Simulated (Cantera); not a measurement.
Charge: 1 mol HMDSO, 2.5 mol NO, 57 mol N₂, equilibrated at 2.20 mbar.

Cantera equilibrium calculation (NASA polynomials, part measured and part estimated; ideal gas, pure solids and liquids). Candidate condensed phases: C, C₆H₆, C₇H₈, C₈H₁₈, H₂O, Si, SiC, SiO₂, Si₂N₂O, Si₃N₄; 151 gas species. The feed counts by its element totals alone. The numbers say what is thermodynamically allowed, not how fast it happens.

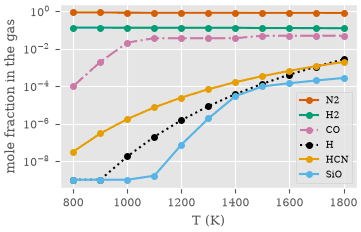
Figure: Equilibrium gas composition (values under 1e-9 drawn at 1e-9)

At 800 K the condensed part is C(graphite) + SiO₂(α-quartz) + Si₂N₂O(s). From 900 K to 1000 K the condensed part is C(graphite) + SiO₂(β-quartz) + Si₂N₂O(s). From 1100 K to 1400 K the condensed part is C(graphite) + Si₂N₂O(s). From 1500 K to 1800 K the condensed part is C(graphite) + SiC(s).
